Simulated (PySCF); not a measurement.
**C6H8O2Si: a changed input and its effect**

System: C6H8O2Si.
Method of run A: GIAO PBE0/pcSseg-1 NMR shielding, non-relativistic, gas phase (PySCF 2.14.0).

The geometry comes from this level: GFN2-xTB. Text and figures count atoms from 1; the logs count them from 0 in places.

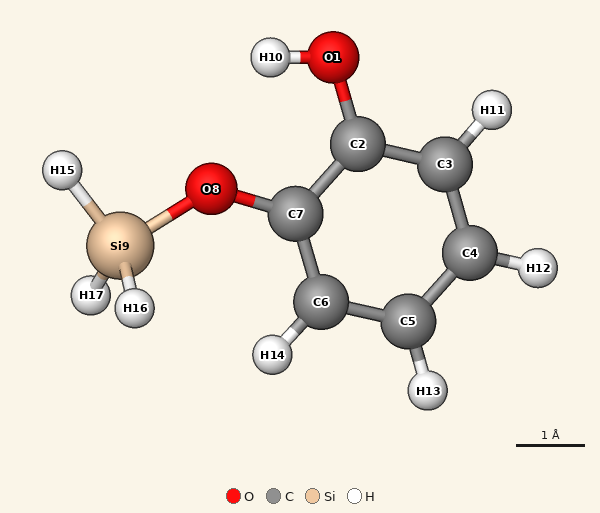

The input geometry (ball-and-stick view, seen at a tilt; atoms are numbered from 1 in the order of the input). Bond lengths as drawn: C–C 1.38 to 1.40 Å, C–H 1.08 Å, C–O 1.36 Å, H–O 0.97 Å, H–Si 1.45 to 1.46 Å and O–Si 1.63 Å.

**The input, run A**
```
{"job": {"kind": "nmr", "xc": "PBE0", "basis": "pcSseg-1", "pop": true}, "charge": 0, "multiplicity": 1}
O     -0.095184     2.536017     0.068548
C     -0.609259     1.288181    -0.078273
C     -1.956756     1.115343    -0.354304
C     -2.476762    -0.158673    -0.501969
C     -1.656783    -1.265409    -0.376333
C     -0.308720    -1.103314    -0.101527
C      0.221163     0.164693     0.048432
O      1.532315     0.410635     0.319299
Si     2.817255    -0.563258     0.544586
H      0.850547     2.443790     0.256077
H     -2.578118     1.991277    -0.448839
H     -3.527089    -0.284290    -0.716018
H     -2.061173    -2.259437    -0.490906
H      0.344035    -1.956988    -0.000919
H      3.816591     0.467756     0.779581
H      3.075687    -1.368217    -0.649550
H      2.605253    -1.446078     1.692207
```

The first line tells a small driver script what to run in PySCF; the rest is the geometry in Å.

Command:
```bash
OMP_NUM_THREADS=1 python <driver script> task.json out
```

Hardware: 1 CPU thread, shared host.

**Output (run A)**
```
coarse grid: 15272 points
cycle   1  E = -672.6095359195  dE =  1.674e+00  |g| = 8.013e-01  |ddm| = 4.122e+00
cycle   2  E = -672.5021014606  dE =  1.074e-01  |g| = 1.122e+00  |ddm| = 1.659e+00
cycle   3  E = -672.7254376025  dE = -2.233e-01  |g| = 1.168e-01  |ddm| = 1.063e+00
cycle   4  E = -672.7281445301  dE = -2.707e-03  |g| = 3.729e-02  |ddm| = 1.314e-01
cycle   5  E = -672.7284632066  dE = -3.187e-04  |g| = 1.034e-02  |ddm| = 4.312e-02
cycle   6  E = -672.7284834294  dE = -2.022e-05  |g| = 5.095e-03  |ddm| = 1.428e-02
cycle   7  E = -672.7284902954  dE = -6.866e-06  |g| = 8.175e-04  |ddm| = 5.733e-03
final grid: 144568 points
cycle   8  E = -672.8008605592  dE = -2.543e-05  |g| = 1.120e-02  |ddm| = 3.974e-02
cycle   9  E = -672.8008280200  dE =  3.254e-05  |g| = 1.737e-02  |ddm| = 2.294e-02
cycle  10  E = -672.8008843614  dE = -5.634e-05  |g| = 1.172e-03  |ddm| = 1.464e-02
cycle  11  E = -672.8008846667  dE = -3.052e-07  |g| = 3.604e-04  |ddm| = 1.589e-03
cycle  12  E = -672.8008846931  dE = -2.645e-08  |g| = 1.447e-04  |ddm| = 4.398e-04
cycle  13  E = -672.8008846985  dE = -5.388e-09  |g| = 2.594e-05  |ddm| = 1.580e-04
cycle  14  E = -672.8008846987  dE = -1.669e-10  |g| = 5.501e-06  |ddm| = 3.234e-05
converged SCF energy = -672.8008846987

GIAO shielding tensors (ppm)
atom      isotropic    diamagn.    paramagn.     s11        s22        s33       span
  0 O      232.399     388.796    -156.397    177.129    224.687    295.381    118.252
  1 C       31.864     253.984    -222.120    -40.261     12.937    122.915    163.176
  2 C       66.548     253.211    -186.662    -19.418     51.254    167.809    187.227
  3 C       58.438     254.465    -196.027    -48.343     46.909    176.749    225.093
  4 C       63.527     253.488    -189.961    -38.623     53.016    176.188    214.812
  5 C       68.972     259.226    -190.253    -19.581     57.898    168.600    188.181
  6 C       38.896     254.906    -216.010    -32.433     33.407    115.714    148.147
  7 O      268.984     400.860    -131.876    190.984    270.226    345.742    154.758
  8 Si     389.174     880.333    -491.159    351.909    352.852    462.762    110.853
  9 H       26.033      33.975      -7.942     14.832     27.919     35.348     20.516
 10 H       24.427      29.610      -5.182     20.626     24.865     27.792      7.165
 11 H       24.454      29.634      -5.180     21.047     25.627     26.688      5.640
 12 H       24.718      30.682      -5.963     21.088     25.900     27.167      6.079
 13 H       24.843      33.980      -9.137     20.800     24.682     29.046      8.245
 14 H       26.618      29.212      -2.593     22.268     25.694     31.893      9.626
 15 H       26.477      29.584      -3.107     23.470     24.497     31.465      7.995
 16 H       26.477      29.584      -3.107     23.473     24.495     31.463      7.989
```

The input of run B differs as follows (lines with − go, lines with + come):
```diff
-"basis": "pcSseg-1"
+"basis": "ANO-RCC-VDZP"
+"scf": {"aux": "def2-universal-jkfit"}
```

Predict how the results change.

The total energy of run B is 28.6 kcal/mol lower, which measures the change of basis and not a stability. The HOMO goes from −6.32 to −6.25 eV. The LUMO goes from −0.10 to −0.02 eV. The dipole moment goes from 2.11 to 1.93 D. Of all shieldings, the largest change is that of Si9, by +64.7 ppm. The SCF takes 11 iterations against 14. The basis functions go from 200 to 170.

**Output (run B)**
```
final grid: 144568 points
cycle   1  E = -672.7201058157  dE =  1.700e+00  |g| = 7.901e-01  |ddm| = 5.846e+00
cycle   2  E = -672.5896891835  dE =  1.304e-01  |g| = 1.151e+00  |ddm| = 1.404e+00
cycle   3  E = -672.8432069124  dE = -2.535e-01  |g| = 1.176e-01  |ddm| = 8.809e-01
cycle   4  E = -672.8460244081  dE = -2.817e-03  |g| = 4.138e-02  |ddm| = 1.464e-01
cycle   5  E = -672.8464119855  dE = -3.876e-04  |g| = 1.436e-02  |ddm| = 5.020e-02
cycle   6  E = -672.8464603488  dE = -4.836e-05  |g| = 5.017e-03  |ddm| = 2.089e-02
cycle   7  E = -672.8464670502  dE = -6.701e-06  |g| = 8.279e-04  |ddm| = 6.301e-03
cycle   8  E = -672.8464672155  dE = -1.653e-07  |g| = 2.773e-04  |ddm| = 1.056e-03
cycle   9  E = -672.8464672339  dE = -1.837e-08  |g| = 8.629e-05  |ddm| = 3.390e-04
cycle  10  E = -672.8464672356  dE = -1.648e-09  |g| = 3.274e-05  |ddm| = 1.232e-04
cycle  11  E = -672.8464672359  dE = -2.981e-10  |g| = 6.913e-06  |ddm| = 4.509e-05
converged SCF energy = -672.8464672359

GIAO shielding tensors (ppm)
atom      isotropic    diamagn.    paramagn.     s11        s22        s33       span
  0 O      244.847     385.880    -141.034    199.970    231.078    303.492    103.522
  1 C       39.665     252.700    -213.035    -29.645     21.266    127.375    157.020
  2 C       74.569     250.538    -175.968     -7.754     57.310    174.152    181.906
  3 C       66.827     249.329    -182.503    -36.895     54.686    182.689    219.584
  4 C       71.329     250.664    -179.335    -28.423     60.760    181.650    210.073
  5 C       76.420     256.455    -180.035     -9.626     64.140    174.745    184.371
  6 C       46.434     255.017    -208.583    -21.561     40.370    120.493    142.054
  7 O      272.484     386.126    -113.642    216.218    261.216    340.019    123.801
  8 Si     453.827     890.300    -436.473    413.454    420.267    527.761    114.307
  9 H       25.511      35.026      -9.515     14.514     26.396     35.623     21.109
 10 H       24.442      30.448      -6.005     21.150     24.574     27.604      6.454
 11 H       24.443      29.614      -5.171     21.299     24.967     27.063      5.764
 12 H       24.683      31.486      -6.803     21.276     25.288     27.484      6.207
 13 H       24.778      36.014     -11.236     21.002     24.328     29.004      8.002
 14 H       26.546      30.177      -3.630     22.358     25.726     31.555      9.197
 15 H       26.323      30.871      -4.547     23.300     24.532     31.137      7.837
 16 H       26.323      30.871      -4.548     23.305     24.528     31.137      7.832
```

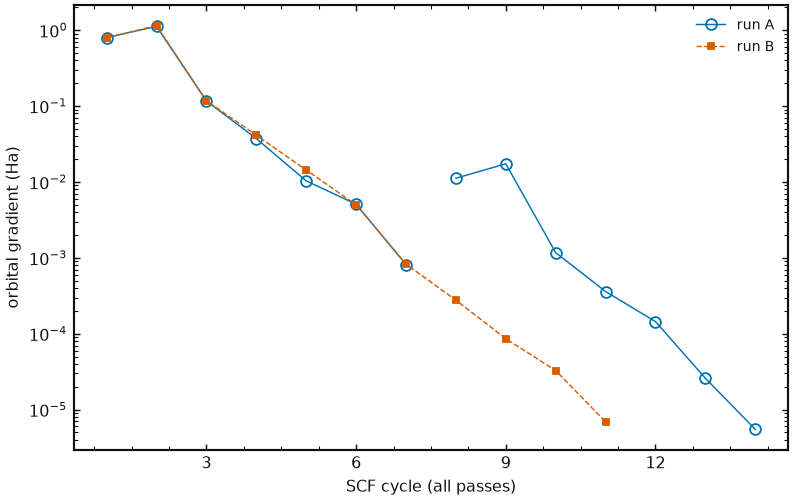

Convergence of the two runs: orbital gradient against the SCF cycle. A break in a curve parts two SCF passes (coarse and final grid). Run A takes 14 cycles in all, and run B takes 11.

**The two runs side by side**

| quantity | run A | run B |
| --- | --- | --- |
| outcome | converged | converged |
| total energy (hartree) | −672.800885 | −672.846467 |
| HOMO (eV) | −6.32 | −6.25 |
| LUMO (eV) | −0.10 | −0.02 |
| dipole moment (D) | 2.11 | 1.93 |
| shielding of O1 (ppm) | 232.4 | 244.8 |
| shielding of C2 (ppm) | 31.9 | 39.7 |
| shielding of C3 (ppm) | 66.5 | 74.6 |
| shielding of C4 (ppm) | 58.4 | 66.8 |
| shielding of C5 (ppm) | 63.5 | 71.3 |
| shielding of C7 (ppm) | 38.9 | 46.4 |
| shielding of Si9 (ppm) | 389.2 | 453.8 |
| SCF iterations | 14 | 11 |
| basis functions | 200 | 170 |
| wall time (shared host) | 32 s | 50 s |
